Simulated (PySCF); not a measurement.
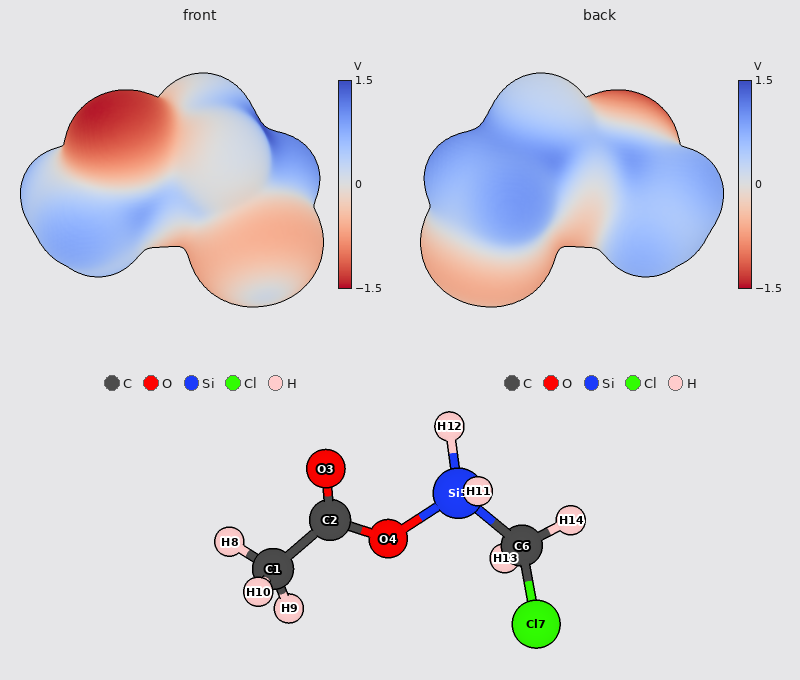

*C3H7ClO2Si. The molecular electrostatic potential painted on the density surface at 0.001 e/bohr³, seen from the front and from behind; the colour scale runs from red (negative) to blue (positive). The bare structure is drawn below in the same view.*

Geometry: GFN2-xTB.

Level of theory: PySCF 2.14.0, CAM-B3LYP/def2-SVPD, SCF density, gas phase.

| atom | x (Å) | y (Å) | z (Å) |
| --- | --- | --- | --- |
| C | 2.5743 | 0.4449 | 0.2097 |
| C | 1.4068 | -0.3010 | 0.7873 |
| O | 1.4695 | -1.1057 | 1.6758 |
| O | 0.2475 | 0.0169 | 0.2125 |
| Si | -1.1764 | -0.6483 | 0.7310 |
| C | -2.4279 | 0.2024 | -0.4265 |
| Cl | -2.5048 | 1.9358 | -0.0196 |
| H | 3.3477 | -0.2630 | -0.0799 |
| H | 2.2622 | 1.0388 | -0.6433 |
| H | 2.9891 | 1.0950 | 0.9778 |
| H | -1.4259 | -0.2746 | 2.1154 |
| H | -1.1661 | -2.0872 | 0.4889 |
| H | -2.1680 | 0.1407 | -1.4803 |
| H | -3.4288 | -0.1952 | -0.2909 |

### Where is the surface potential most negative and most positive?

The most negative region (about −1.4 V) lies over O3, the most positive (about +1.3 V) over Si5. O3 is the likeliest acceptor of a hydrogen bond.
